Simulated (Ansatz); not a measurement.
Input

```
basis:
  gaussian:
    orbitals: def2-TZVPD
crystal:
  periodic: [false, false, false]
  atoms:
    - {symbol: O, position_ang: [-0.562103, 0.083212, -1.657082]}
    - {symbol: P, position_ang: [-0.101275, -1.586044, -4.519594]}
    - {symbol: Si, position_ang: [-1.023393, -0.931067, -0.405462]}
    - {symbol: Si, position_ang: [-0.171438, 0.044787, -3.254212]}
    - {symbol: H, position_ang: [0.036099, -1.955419, -0.176570]}
    - {symbol: H, position_ang: [-2.307253, -1.604319, -0.755444]}
    - {symbol: H, position_ang: [-1.196233, -0.087015, 0.806725]}
    - {symbol: H, position_ang: [0.137575, 1.439231, -3.657421]}
    - {symbol: H, position_ang: [-0.499068, -2.423027, -3.422687]}
hamiltonian:
  xc: pbe0
output: {forces: true, orbitals: {seedname: orbitals}}
```

Launched as:

```sh
ansatz run input.yaml --threads 1 --pin off --max-ram 2610MiB --events-out events.jsonl --progress --plain --runs-dir runs
```

Geometry: PBE0-D3(BJ)/def2-SVP.

Method: isolated molecule in a Gaussian basis; Kohn-Sham density functional theory, functional PBE0 (Ansatz).

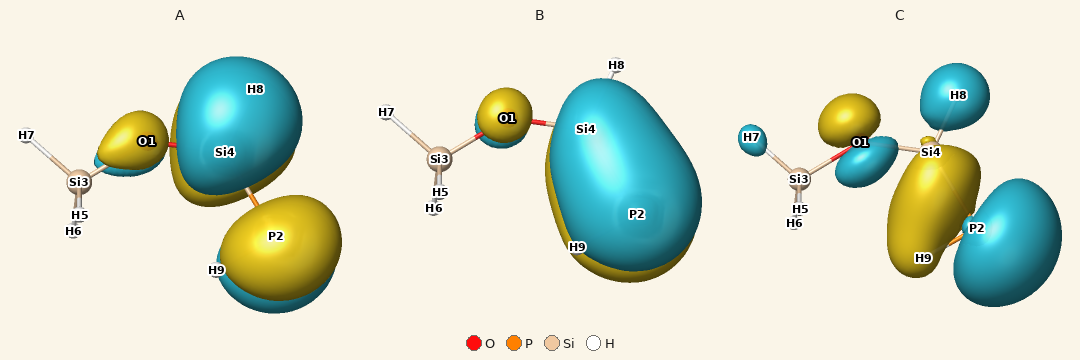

H5OPSi2. Three frontier orbitals at ±0.08 Å⁻³ᐟ² (yellow and cyan are the two phases), in no order.

**Which picture is the HOMO−1, the HOMO and the LUMO?**

C is the HOMO−1 (−8.10 eV). By Hirshfeld shares it lies mainly on P2 (about 65 %), Si4 (about 15 %) and O1 (about 10 %). B is the HOMO (−6.58 eV). It lies mainly on P2 (about 60 %) and Si4 (about 30 %); π-bonding across P2–Si4. A is the LUMO (−1.54 eV). Its weight (Hirshfeld) is mainly on Si4 (about 50 %), P2 (about 30 %) and H8 (about 5 %); π-antibonding (π*) across Si4–P2.

**What is the HOMO–LUMO gap?**

5.04 eV between the orbital energies.
